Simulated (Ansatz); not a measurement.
The starting structures come from a database of crystals and need not be the phases stable at ambient conditions.

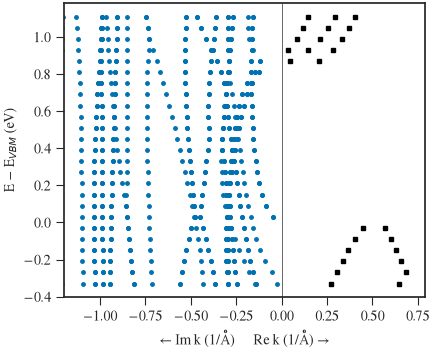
Fig. 1. Complex bands at the centre of the two-dimensional zone; r2SCAN run with Ansatz (a quantum-chemistry and plane-wave program)

No gap correction and no spin-orbit coupling; mid-gap values are interpolated between computed energies.

Question: This is SbRhSe (P2_13, not sure to be the ambient phase, 12 atoms a cell, 20.5 Å³ an atom, -2 GPa at this level) along the normal of (110). Read off the slowest decay at the centre of the two-dimensional zone at 0.45 eV, the computed energy nearest the middle of the gap.

Answer: κ ≈ 0.16 1/Å, a decay length 1/(2κ) of the density of 3.2 Å.
